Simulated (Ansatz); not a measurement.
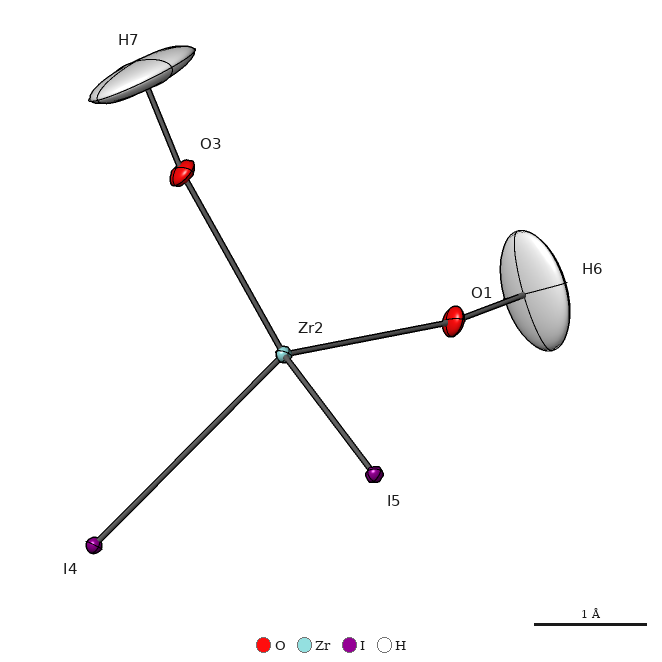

Displacement ellipsoids at the 50 % level, from the internal vibrations of the free molecule (harmonic, no overall translation or rotation; no half-axis is drawn under 0.075 Å). The species is neutral and a spin singlet. Vibrations computed with RKS PBE0-D4/def2-TZVP, core potentials on I, Zr (Ansatz 0.2.0). Temperature: 100 K.

Which atom has the largest mean-square displacement?

Answer. H6, H7, with U_eq = 0.0754 Å².

Does H6 move more along its bond or across it?

Answer. Across it: the root-mean-square amplitude is 0.087 Å along the bond and up to 0.357 Å across, since bending and torsion are softer than stretching.

List U_eq and the three principal root-mean-square amplitudes for each kind of atom.

| atom | U_eq (Å²) | rms amplitudes (Å) |
| --- | --- | --- |
| O1, O3 | 0.0065 | 0.045, 0.091, 0.096 |
| Zr2 | 0.0014 | 0.023, 0.033, 0.050 |
| I4, I5 | 0.0012 | 0.012, 0.019, 0.057 |
| H6, H7 | 0.0754 | 0.085, 0.303, 0.357 |
